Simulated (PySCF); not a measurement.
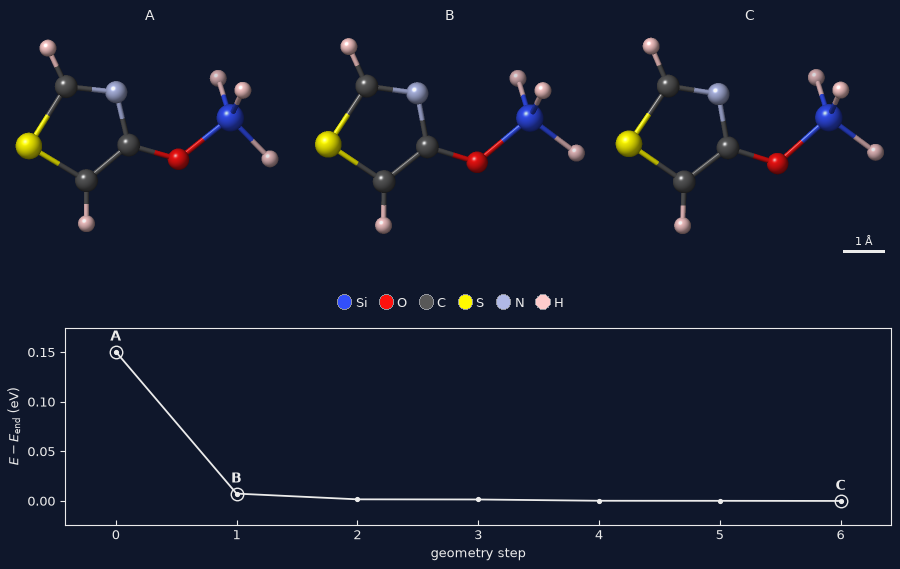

Frames of a relaxation of C3H5NOSSi, marked on the history of the run. The picture is a ball-and-stick view, seen at a tilt.

The start comes from GFN2-xTB.

All numbers below come from PBE0-D3(BJ)/def2-SVP geometry optimisation, gas phase (PySCF). 

### Describe the path.

The energy falls by 0.151 eV in 6 geometry steps. The atom that moves furthest after the best rigid fit is an H atom (0.21 Å). Largest moves by element: H 0.21 Å, O 0.11 Å, N 0.08 Å, C 0.07 Å, S 0.06 Å, Si 0.04 Å. Near-neighbour distances that change, for instance: O–Si 1.646 → 1.700 Å, H–Si 1.456 → 1.488 Å, C–H 1.071 → 1.092 Å, C–N 1.284 → 1.300 Å. Among the angles between lasting bonds that change: O–Si–H 97.0° → 102.8°, Si–O–C 125.9° → 121.0°, H–Si–H 114.1° → 110.1°. From step 0 to 1: an H atom moves most (0.21 Å), energy −0.143 eV. From step 1 to 6: an H atom moves most (0.06 Å), energy −0.007 eV.
